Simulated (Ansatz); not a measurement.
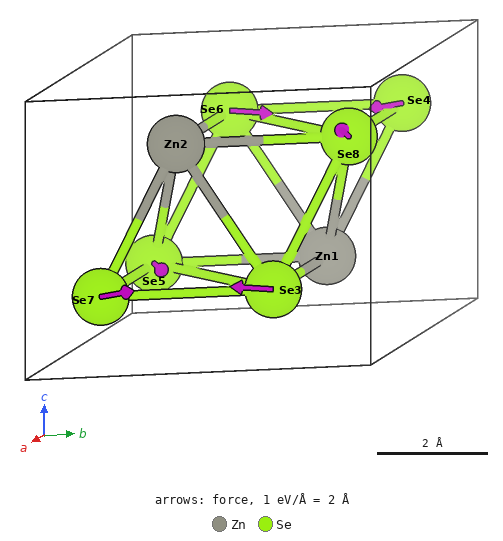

Starting geometry of solid ZnSe3 (built on the Ni3Sn (D0_19)_194 type) (coarse preliminary run) with the computed forces as purple arrows. The picture is a ball-and-stick view of the cell of the calculation, seen slightly off an axis.

Case: Ni3Sn (D0_19) type (P6_3/mmc, No. 194).

All numbers below come from Ansatz, DFT PBE, scalar-relativistic, plane waves, PAW. (plane-wave cutoff 420 eV; k-point mesh 3 × 3 × 4; occupations gaussian; smearing width 0.1 eV; no spin polarisation; cell and atoms relaxed; force threshold 0.04 eV/Å; at most 70 steps)

Is this structure relaxed? If not, where do the atoms go?

It isn't relaxed: the largest force vector, on Se atoms, is 0.43 eV/Å. The atoms end up moving mostly along the starting forces (cosine between the two patterns 1.00). The largest moves relative to the cell, 0.10 Å, are those of Se3, Se4, Se5, Se6, Se7 and Se8. Se4 goes along [1 −1 0]. Zn stays in place. The drawn cell changes as follows: a = b 6.462 → 6.271 Å (−3.0 %), c 5.187 → 4.667 Å (−10.0 %); the volume changes by −15.3 %. Among the contacts that change: Zn1–Se4 3.192 → 2.888 Å, Se3–Se5 3.224 → 2.948 Å, Se3–Se4 3.197 → 3.021 Å, Zn1–Se3 3.231 → 3.137 Å. The space group stays P6_3/mmc (No. 194). After 4 accepted moves (5 points after the start) the energy has fallen by 1.118 eV per cell of the calculation. The largest force component goes from 0.43 to 0.001 eV/Å. The pressure goes from −7.39 to −0.07 GPa. At 1 point the geometry stayed and the basis and grid were re-selected for the new cell (energy shift of 4.3 meV per cell of the calculation at most each time).
